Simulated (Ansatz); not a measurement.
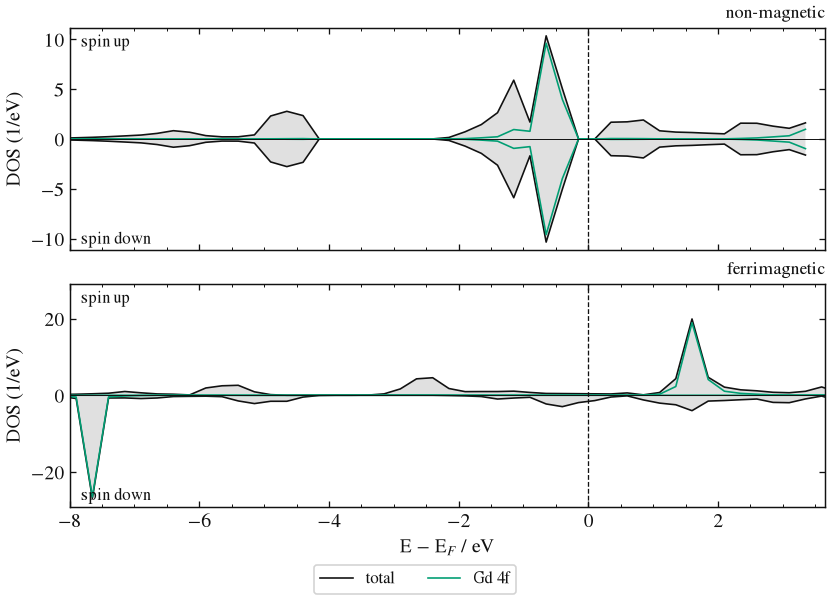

Spin-resolved densities of states of GdMnH₃, space group Pm-3m (No. 221), 5 atoms in the cell, in two magnetic states on the same cell (spin down negative; each from its own Fermi level; a run without spin polarisation is drawn as two equal halves). Method: DFT with PBE, PAW plane waves, Ueff = 3.92 eV on Gd f; Ueff = 1.31 eV on Mn d, spin-polarised, 5×5×5 k mesh (Ansatz).

> How does the magnetic order change the electronic structure?

Non-magnetic: gap 0.50 eV; ferrimagnetic: net moment 4.8 μB, local moments 10.8 μB in all, metal.

> Which of these states is lowest in energy?

The ferrimagnetic one; the non-magnetic state lies 1652 meV an atom higher. Other orders weren't compared here.

The structure was built from a prototype or by substitution, so it need not be a known phase. Spin-orbit coupling is left out, which matters for Gd.
